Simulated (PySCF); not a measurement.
# C₉H₁₃N: excited states, first hyperpolarisability

What do calculations give for the excited states, first hyperpolarisability of C₉H₁₃N (`CC(C)(C)c1cccnc1`)?

Computed with PySCF 2.14.0 and routines of our own; the level stands in each step. Atoms count from 0.

### Step 1. The starting structure

23 atoms, charge 0, multiplicity 1; geometry from: GFN2-xTB.

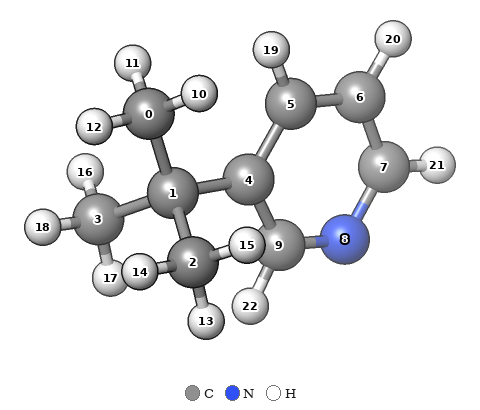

The starting geometry (carbon grey, nitrogen blue, hydrogen white).

### Step 2. Geometry optimisation at PBE0-D3(BJ)/def2-SVP

What the job is given:

```
{"job": {"xc": "PBE0", "basis": "def2-SVP", "d3": "d3bj", "grid": 2, "kind": "geom"}, "charge": 0, "multiplicity": 1}
C     -1.633429     0.133556     1.312186
C     -1.002061    -0.005672    -0.075796
C     -1.475038    -1.328684    -0.694117
C     -1.472039     1.170017    -0.943627
C      0.514837    -0.001699    -0.021171
C      1.244189     0.115659     1.156775
C      2.629942     0.109961     1.113015
C      3.252439    -0.013594    -0.116566
N      2.578427    -0.125973    -1.248603
C      1.260835    -0.119349    -1.195022
H     -1.345688    -0.693446     1.957681
H     -1.343219     1.070906     1.781756
H     -2.717488     0.125905     1.220734
H     -1.109388    -1.442316    -1.710860
H     -2.562140    -1.362299    -0.716703
H     -1.116325    -2.171096    -0.106068
H     -1.105993     2.110617    -0.537152
H     -1.111211     1.076315    -1.964045
H     -2.559019     1.204874    -0.967877
H      0.751480     0.211879     2.111629
H      3.209833     0.200110     2.019393
H      4.330520    -0.023869    -0.207867
H      0.775780    -0.214817    -2.157617
```

Started as:

```sh
$ OMP_NUM_THREADS=1 python excited_run.py task.json out
```

The driver reads the jobs from task.json and runs them one after another.

Log:

```text
step   0  E = -404.78200382  max force = 0.010453
step   1  E = -404.78416733  max force = 0.001440
step   2  E = -404.78418521  max force = 0.000221
step   3  E = -404.78418624  max force = 0.000368
optimisation converged
```

Wall time 93 s (1 thread of Intel Xeon Platinum 8375C at 2.90GHz, shared host); peak memory 0.94 GiB.

Along the way:

```csv
step,energy from step 0 (eV),largest force component (eV/Å)
0,0.0000,0.5375
1,-0.0589,0.0740
2,-0.0594,0.0114
3,-0.0594,0.0189
```

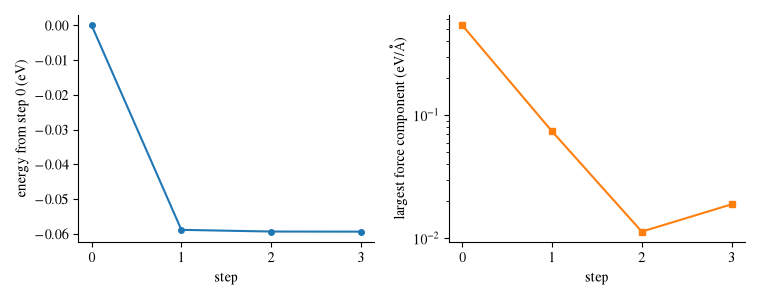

Energy and largest force along the relaxation.

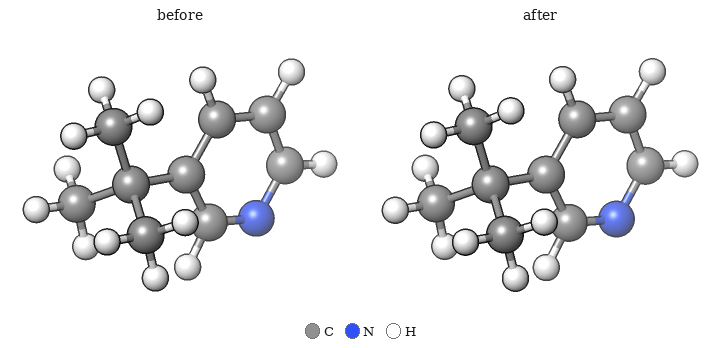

Before and after, at one scale.

Close pairs (by a distance rule), those that changed most:

```csv
bond,before (Å),after (Å),change (Å)
C9–H22,1.082,1.097,+0.015
C7–H21,1.082,1.096,+0.014
C3–H18,1.088,1.102,+0.014
C2–H14,1.088,1.102,+0.014
C3–H17,1.086,1.100,+0.013
C2–H13,1.086,1.100,+0.013
C0–H11,1.088,1.101,+0.013
C0–H10,1.088,1.101,+0.013
```

The next job starts from the end point, and lists it.

```csv
at the end point,value
point group (found at 0.08 Å tolerance),Cs
"rotational constants (GHz, main isotopes)","2.596, 0.964, 0.832"
dipole moment (D),2.41
```

### Step 3. Excited states: TDA wB97X-D/def2-SVPD

What the job is given:

```
{"job": {"kind": "states", "xc": "wB97X-D", "basis": "def2-SVPD", "tda": true, "soc": true, "nstates": 6, "ntriplets": 5, "nquad": 4}, "charge": 0, "multiplicity": 1}
C     -1.786217     0.077044     1.381999
C     -1.173010    -0.063198    -0.011628
C     -1.654687    -1.386109    -0.625658
C     -1.652220     1.112422    -0.876205
C      0.353704    -0.059880     0.037198
C      1.089964     0.056966     1.218162
C      2.482925     0.050503     1.168790
C      3.105545    -0.073573    -0.068966
N      2.426793    -0.186194    -1.208663
C      1.101391    -0.178484    -1.146576
H     -1.494548    -0.753579     2.042947
H     -1.493252     1.021870     1.865056
H     -2.884103     0.070380     1.307450
H     -1.280080    -1.521394    -1.650885
H     -2.755248    -1.411829    -0.665085
H     -1.313294    -2.244674    -0.027365
H     -1.306666     2.071865    -0.461848
H     -1.279941     1.039221    -1.908575
H     -2.752793     1.133602    -0.917847
H      0.586918     0.153483     2.181522
H      3.076071     0.140752     2.081422
H      4.198905    -0.082478    -0.144985
H      0.583248    -0.273615    -2.108389
```

Level: TDA wB97X-D/def2-SVPD excited states, vertical, gas phase, spin-orbit mean-field couplings.

Log:

```text
coarse grid: 18896 points
cycle   1  E = -405.0187677734  dE =  1.672e+00  |g| = 3.665e-01  |ddm| = 1.430e+01
cycle   2  E = -405.0397056299  dE = -2.094e-02  |g| = 3.095e-01  |ddm| = 4.727e+00
cycle   3  E = -405.0593043974  dE = -1.960e-02  |g| = 6.551e-02  |ddm| = 2.557e+00
cycle   4  E = -405.0601611424  dE = -8.567e-04  |g| = 3.226e-02  |ddm| = 6.510e-01
cycle   5  E = -405.0604202214  dE = -2.591e-04  |g| = 5.658e-03  |ddm| = 1.713e-01
cycle   6  E = -405.0604296342  dE = -9.413e-06  |g| = 2.101e-03  |ddm| = 5.996e-02
final grid: 181704 points
cycle   7  E = -405.1260906453  dE = -1.373e-04  |g| = 5.641e-03  |ddm| = 6.277e-01
cycle   8  E = -405.1260933071  dE = -2.662e-06  |g| = 5.338e-03  |ddm| = 5.846e-02
cycle   9  E = -405.1260993425  dE = -6.035e-06  |g| = 6.570e-04  |ddm| = 4.413e-02
cycle  10  E = -405.1260994346  dE = -9.212e-08  |g| = 4.253e-04  |ddm| = 8.220e-03
cycle  11  E = -405.1260994825  dE = -4.791e-08  |g| = 8.265e-05  |ddm| = 5.704e-03
cycle  12  E = -405.1260994848  dE = -2.280e-09  |g| = 3.404e-05  |ddm| = 1.120e-03
cycle  13  E = -405.1260994853  dE = -4.597e-10  |g| = 1.010e-05  |ddm| = 9.199e-04
converged SCF energy = -405.1260994853

Singlet excitations
state   eV       nm        f     d(h-e)  d(exc)  Lambda  PR(NTO)  |dmu|/D   mu/D   main configurations
  1   5.0694   244.6   0.00522   1.034   2.617   0.504   1.007    2.418    0.357   H-1->L 0.97
  2   5.3606   231.3   0.00024   1.114   2.720   0.396   1.007    2.559    0.498   H-1->L+1 0.98
  3   5.6099   221.0   0.05163   0.072   2.629   0.690   1.728    0.263    2.470   H->L 0.70, H-2->L+1 0.28
  4   6.5188   190.2   0.06731   0.164   2.737   0.848   1.778    0.660    3.071   H->L+1 0.70, H-2->L 0.26
  5   7.4366   166.7   0.00021   0.549   3.861   0.254   1.037                     H->L+2 0.71, H->L+3 0.16
  6   7.6045   163.0   0.04683   0.504   3.668   0.221   1.068                     H-1->L+2 0.55, H-1->L+4 0.19, H-1->L+3 0.12

Triplet excitations (Tamm-Dancoff)
state   eV     d(h-e)  d(exc)  Lambda  PR(NTO)   main configurations
  1   4.2750   0.032   2.431   0.845   1.525   H->L+1 0.73, H-2->L 0.19
  2   4.3593   0.991   2.501   0.497   1.008   H-1->L 0.93
  3   4.5569   0.160   2.601   0.696   1.037   H->L 0.94
  4   5.0700   0.115   2.523   0.837   1.511   H-2->L 0.77, H->L+1 0.20
  5   5.2262   1.095   2.704   0.397   1.010   H-1->L+1 0.97
S1 - T1 = 0.7944 eV

Spin-orbit couplings |<S|Hso|T>| (cm-1)
             T1       T2       T3       T4       T5
S0        0.224   26.410    0.121    0.150    2.862
S1        4.980    0.016    1.434    9.139    0.390
S2        1.336    0.226    1.765    1.049    0.117
S3        0.004    1.033    0.012    0.038    5.959
S4        0.014    5.468    0.002    0.005    0.911
S5        0.476    0.283    0.413    0.253    0.106
S6        0.022    1.472    0.027    0.031    1.314
T1 sublevels (cm-1): 0.000 0.000 0.037   radiative rates (1/s): 0.00173 6.66e-05 1.31
```

Run time: 1.7 min. Hardware: 1 thread of Intel Xeon Platinum 8375C at 2.90GHz, shared host; peak memory 1.4 GiB.

In short:

```csv
quantity,value
S1 less T1,0.79 eV
```

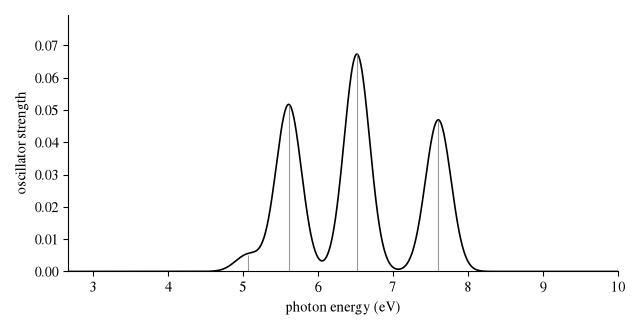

Absorption lines of the singlets. Lines are broadened to a width of 0.40 eV (Gaussian).

Orbitals, density, ELF and potential are computed afterwards from the orbital file.

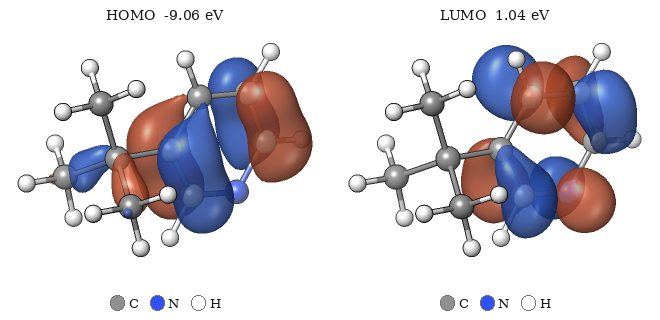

Frontier orbitals at wB97X-D/def2-SVPD; each surface holds 70 % of the orbital's density, blue and red mark the sign.

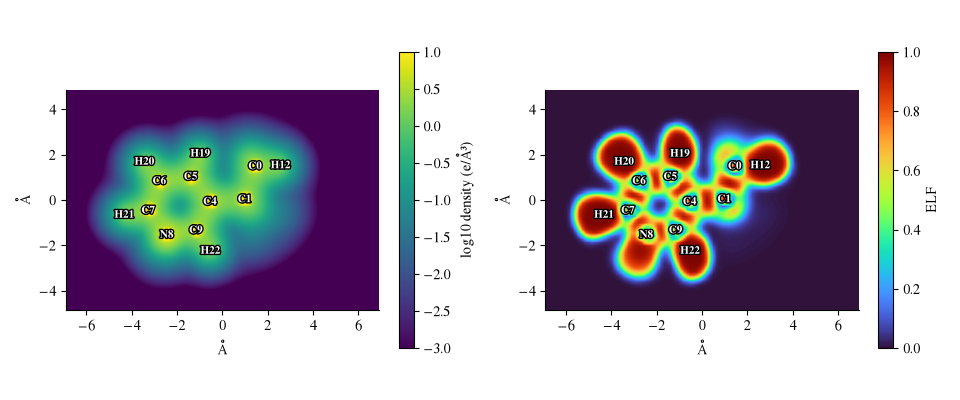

Density (left) and ELF (right) in a plane through or near 13 of the atoms.

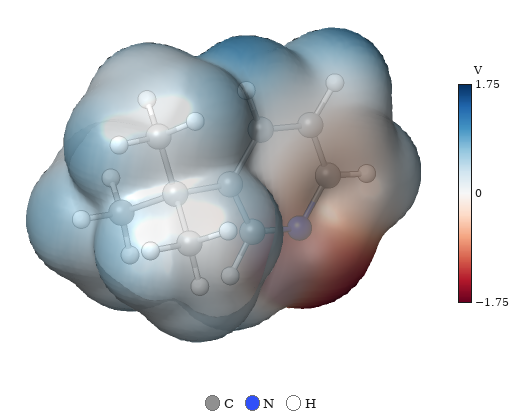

Electrostatic potential on the surface of density 0.002 e/bohr³; red is low, blue high. It runs, from the 1st to the 99th percentile, from -1.75 V near N8 to 0.96 V near H19.

### Step 4. Excited states: TDDFT CAM-B3LYP/def2-SVPD

The job, as its differences from that of step 3:

```diff
@@ -1,2 +1,2 @@
-{"job": {"kind": "states", "xc": "wB97X-D", "basis": "def2-SVPD", "tda": true, "soc": true, "nstates": 6, "ntriplets": 5, "nquad": 4}, "charge": 0, "multiplicity": 1}
+{"job": {"kind": "states", "xc": "CAM-B3LYP", "basis": "def2-SVPD", "tpa": true, "nstates": 8, "nquad": 6, "ntriplets": 0}, "charge": 0, "multiplicity": 1}
 C     -1.786217     0.077044     1.381999
```

With the program's defaults for keys left out, this is: TDDFT CAM-B3LYP/def2-SVPD excited states, vertical, gas phase, two-photon moments by quadratic response.

Log:

```text
coarse grid: 18896 points
cycle   1  E = -404.9038715422  dE =  1.569e+00  |g| = 3.895e-01  |ddm| = 1.833e+01
cycle   2  E = -404.9205798208  dE = -1.671e-02  |g| = 3.564e-01  |ddm| = 5.959e+00
cycle   3  E = -404.9478447672  dE = -2.726e-02  |g| = 7.314e-02  |ddm| = 3.284e+00
cycle   4  E = -404.9486855094  dE = -8.407e-04  |g| = 4.099e-02  |ddm| = 7.658e-01
cycle   5  E = -404.9490838913  dE = -3.984e-04  |g| = 6.971e-03  |ddm| = 2.949e-01
cycle   6  E = -404.9490963242  dE = -1.243e-05  |g| = 2.579e-03  |ddm| = 5.004e-02
cycle   7  E = -404.9490981537  dE = -1.829e-06  |g| = 5.939e-04  |ddm| = 1.217e-02
final grid: 181704 points
cycle   8  E = -405.0317878589  dE = -6.633e-05  |g| = 4.079e-03  |ddm| = 5.117e-01
cycle   9  E = -405.0317895520  dE = -1.693e-06  |g| = 3.446e-03  |ddm| = 7.261e-02
cycle  10  E = -405.0317925363  dE = -2.984e-06  |g| = 3.359e-04  |ddm| = 1.559e-02
cycle  11  E = -405.0317925511  dE = -1.480e-08  |g| = 2.805e-04  |ddm| = 5.140e-03
cycle  12  E = -405.0317925679  dE = -1.681e-08  |g| = 4.711e-05  |ddm| = 2.100e-03
cycle  13  E = -405.0317925684  dE = -5.446e-10  |g| = 2.037e-05  |ddm| = 5.018e-04
converged SCF energy = -405.0317925684

Singlet excitations
state   eV       nm        f     d(h-e)  d(exc)  Lambda  PR(NTO)  |dmu|/D   mu/D   delta(TPA)   sigma/GM   main configurations
  1   5.0321   246.4   0.00388   1.038   2.627   0.502   1.011    2.468    0.316        0.92      0.009   H-1->L 0.97
  2   5.3847   230.3   0.00009   1.118   2.732   0.395   1.009    2.599    0.471        0.17      0.002   H-1->L+1 0.99
  3   5.5004   225.4   0.05479   0.078   2.631   0.687   1.694    0.293    2.484        2.74      0.030   H->L 0.77, H-2->L+1 0.21
  4   6.2490   198.4   0.06757   0.149   2.730   0.842   1.741    0.551    2.944       16.31      0.233   H->L+1 0.77, H-2->L 0.21
  5   7.1256   174.0   0.00025   0.729   4.046   0.249   1.026    2.182    0.916       37.92      0.705   H->L+2 0.78, H->L+3 0.13
  6   7.2736   170.5   0.66895   0.240   2.717   0.743   1.859    0.454    3.007        3.84      0.074   H-2->L 0.54, H-2->L+1 0.19, H->L+1 0.15
  7   7.3304   169.1   0.11843   0.457   3.470   0.426   2.299                                            H-1->L+2 0.34, H-2->L+1 0.21, H-2->L 0.16
  8   7.3594   168.5   0.28172   0.227   3.297   0.443   2.520                                            H-2->L+1 0.35, H-1->L+2 0.27, H->L 0.10
```

Run time: 1.9 min. Hardware: 1 thread of Intel Xeon Platinum 8375C at 2.90GHz, shared host; peak memory 1.4 GiB.

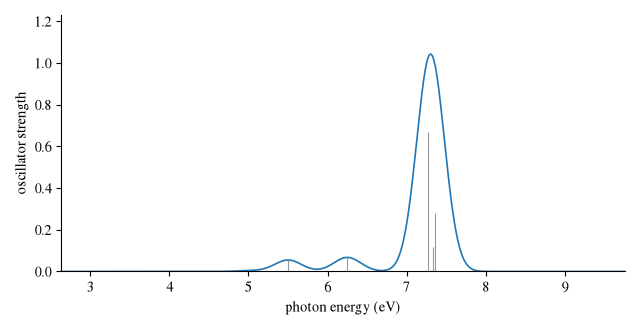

Absorption lines of the singlets. Lines are broadened to a width of 0.40 eV (Gaussian).

### Step 5. First hyperpolarisability: quadratic response CAM-B3LYP/def2-SVPD

The job, as its differences from that of step 4:

```diff
@@ -1,2 +1,2 @@
-{"job": {"kind": "states", "xc": "CAM-B3LYP", "basis": "def2-SVPD", "tpa": true, "nstates": 8, "nquad": 6, "ntriplets": 0}, "charge": 0, "multiplicity": 1}
+{"job": {"kind": "beta", "xc": "CAM-B3LYP", "basis": "def2-SVPD"}, "charge": 0, "multiplicity": 1}
 C     -1.786217     0.077044     1.381999
```

Method: quadratic response CAM-B3LYP/def2-SVPD first hyperpolarisability, Taylor convention, gas phase.

Log:

```text
coarse grid: 18896 points
cycle   1  E = -404.9038715422  dE =  1.569e+00  |g| = 3.895e-01  |ddm| = 1.833e+01
cycle   2  E = -404.9205798208  dE = -1.671e-02  |g| = 3.564e-01  |ddm| = 5.959e+00
cycle   3  E = -404.9478447672  dE = -2.726e-02  |g| = 7.314e-02  |ddm| = 3.284e+00
cycle   4  E = -404.9486855094  dE = -8.407e-04  |g| = 4.099e-02  |ddm| = 7.658e-01
cycle   5  E = -404.9490838913  dE = -3.984e-04  |g| = 6.971e-03  |ddm| = 2.949e-01
cycle   6  E = -404.9490963242  dE = -1.243e-05  |g| = 2.579e-03  |ddm| = 5.004e-02
cycle   7  E = -404.9490981537  dE = -1.829e-06  |g| = 5.939e-04  |ddm| = 1.217e-02
final grid: 181704 points
cycle   8  E = -405.0317878589  dE = -6.633e-05  |g| = 4.079e-03  |ddm| = 5.117e-01
cycle   9  E = -405.0317895520  dE = -1.693e-06  |g| = 3.446e-03  |ddm| = 7.261e-02
cycle  10  E = -405.0317925363  dE = -2.984e-06  |g| = 3.359e-04  |ddm| = 1.559e-02
cycle  11  E = -405.0317925511  dE = -1.480e-08  |g| = 2.805e-04  |ddm| = 5.140e-03
cycle  12  E = -405.0317925679  dE = -1.681e-08  |g| = 4.711e-05  |ddm| = 2.100e-03
cycle  13  E = -405.0317925684  dE = -5.446e-10  |g| = 2.037e-05  |ddm| = 5.018e-04
converged SCF energy = -405.0317925684

Lowest singlets (eV, f): 5.0321 0.0039  5.3847 0.0001  5.5004 0.0548

First hyperpolarisability (au)
process     nm      |vector|   parallel      HRS      DR
static         -       59.50     -28.93      26.12   4.196
shg       1907.0       61.67     -29.36      27.12   4.202
eope      1907.0       60.20     -29.07          -       -
shg       1064.0       67.38     -30.34      29.72   4.248
eope      1064.0       61.83     -29.39          -       -
```

Wall time 94 s (1 thread of Intel Xeon Platinum 8375C at 2.90GHz, shared host); peak memory 1.4 GiB.

### Step 6. Results

| quantity | value |
| --- | --- |
| point group | Cs |
| rotational constants (main isotopes) | 2.60, 0.96, 0.83 GHz |
| S1 less T1 (step 3, TDA wB97X-D/def2-SVPD) | 0.79 eV |
| surface potential, 1st and 99th percentile | -1.75 V and 0.96 V |
| β vector (step 5, quadratic response CAM-B3LYP/def2-SVPD) | static 60, SHG 1907.0 nm 62, SHG 1064.0 nm 67 au |

Relaxing lowered the energy by 0.059 eV in 3 steps; the close pair that moved most is C9–H22, from 1.082 to 1.097 Å. In step 3, the number of triplets below S1 is 3, and the largest singlet-triplet spin-orbit coupling is S0–T2, 26.41 cm⁻¹. β grows from 60 au (static) to 67 au for doubling at 1064.0 nm: normal dispersion, which grows as twice the photon energy moves toward the bright states.
